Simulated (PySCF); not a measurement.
**EPR calculation, with input and output: C3H5F2OS2Si**

C3H5F2OS2Si, multiplicity 2, computed with UKS B3LYP, pcH-1 on C F H O S Si, non-relativistic, mean-field spin-orbit, GIAO (PySCF 2.14.0).

It belongs to a series of runs on one base structure; here: H removed from sp3 C.

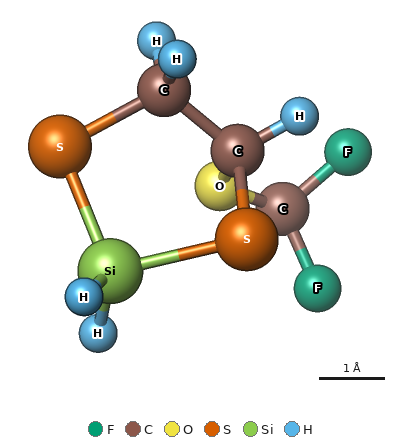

*The structure as given in the input (ball-and-stick view, seen at a tilt).*

### Key numbers

| quantity | value |
| --- | --- |
| outcome | converged |
| total energy | −1478.122510 hartree |
| ⟨S²⟩ | 0.752 |
| isotropic g | 2.0034 |
| hardware | 1 CPU thread, shared host |
| wall time | 3.3 min |
| peak memory | 1.1 GiB |

### The input
```
{"job": {"kind": "epr", "basis": "pcH-1"}, "charge": 0, "multiplicity": 2}
F     -2.208865    -2.041515     0.479761
C     -2.142379    -0.739944     0.830334
F     -3.197550    -0.107022     0.277147
O     -0.985984    -0.150362     0.771961
C     -0.467836     0.387626    -0.492387
C      0.428728     1.556366    -0.156717
S      1.891001     1.050238     0.815532
Si     2.009333    -0.959104     0.093201
S      0.416228    -0.912592    -1.367769
H     -1.304800     0.707148    -1.119964
H     -0.110777     2.283013     0.449751
H      0.776243     2.029293    -1.075218
H      1.673909    -1.911154     1.136020
H      3.222073    -1.192463    -0.663818
```

The first line tells a small driver script what to run in PySCF; the rest is the geometry in Å.

Launched with:
```bash
OMP_NUM_THREADS=1 python <driver script> task.json out
```

### What the program printed
```
UKS, coarse grid
  cycle   1  E = -1477.97398182  |g| = 6.65e-01
  cycle   2  E = -1477.79931038  |g| = 1.00e+00
  cycle   3  E = -1478.12114631  |g| = 6.18e-02
  cycle   4  E = -1478.12210536  |g| = 3.43e-02
  cycle   5  E = -1478.12256693  |g| = 9.91e-03
  cycle   6  E = -1478.12260632  |g| = 4.18e-03
  cycle   7  E = -1478.12261308  |g| = 1.38e-03
  cycle   8  E = -1478.12261369  |g| = 5.01e-04
UKS, final grid
  cycle   1  E = -1478.12250987  |g| = 6.95e-04
  cycle   2  E = -1478.12250962  |g| = 1.08e-03
  cycle   3  E = -1478.12251008  |g| = 9.14e-05
  cycle   4  E = -1478.12251008  |g| = 2.64e-05
E = -1478.12251008 Eh   <S^2> = 0.7522 (exact 0.7500)
g shifts (ppm)      1          2          3
  rmc          -270       -270       -270
  gc             29        -35        -18
  oz_so        -262       2113       2312
  total        -503       1808       2024
hyperfine (MHz)  atom isotope    a_iso     a_fc   dipolar eigenvalues
    0   19F     363.13     361.82   -232.50   -213.66    446.16
    1   13C     624.43     624.43    -72.43    -71.75    144.18
    2   19F     315.42     314.45   -196.17   -176.41    372.58
    3   17O    -162.94    -162.90    -11.39      4.78      6.61
    4   13C      55.20      55.17     -8.40     -7.82     16.22
    5   13C      -2.68      -2.69     -0.60     -0.49      1.08
    6   33S       0.14       0.14     -0.21     -0.03      0.23
    7  29Si      -0.30      -0.30     -0.40      0.11      0.28
    8   33S       0.46       0.49     -2.76     -1.95      4.70
    9    1H      -4.93      -4.94     -5.48     -0.29      5.77
   10    1H       0.44       0.44     -1.74     -1.29      3.03
   11    1H       4.85       4.85     -1.08     -0.82      1.90
   12    1H       0.43       0.43     -1.12     -0.98      2.10
   13    1H       0.07       0.07     -0.49     -0.42      0.91
```

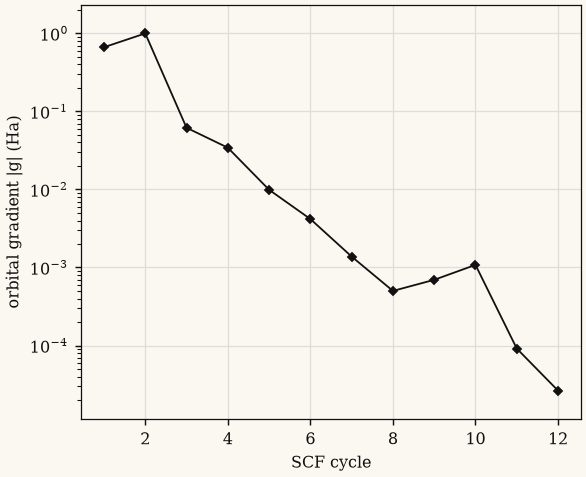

*Convergence of the self-consistent field: orbital gradient |g| against the SCF cycle.*

All cycles printed in the log are drawn one after another.

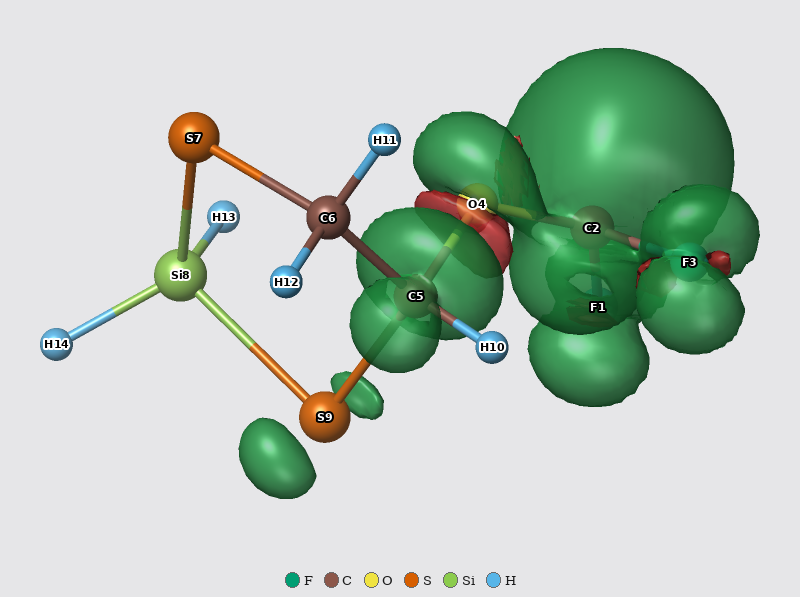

*Isosurfaces of the spin density (α minus β) at +0.008 (green) and −0.008 e/Å³ (red), seen from the side.*

The unpaired spin (1 electron) lies mostly on C2 (about 0.6), F1 (about 0.1), F3 (about 0.1) and O4 (about 0.1), in electrons by Hirshfeld's partition.

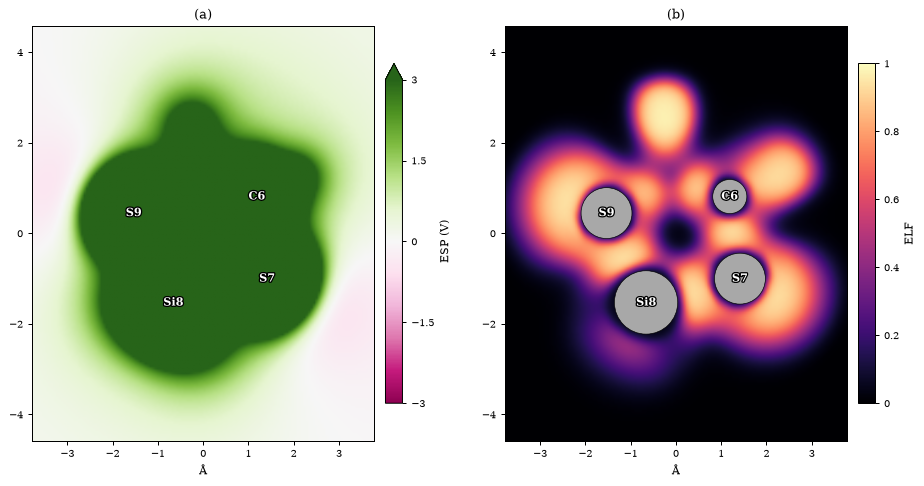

*(a) molecular electrostatic potential; (b) electron localisation function on the plane of atoms C6, S7 and Si8. Grey discs, where drawn, cover atomic cores.*

C–S (1.83 Å): the ELF peaks at about 0.90 between the atoms (localised, shared-pair bonding). Si–S (2.14 Å): the ELF peaks at about 0.90 between the atoms, which marks a shared electron pair.
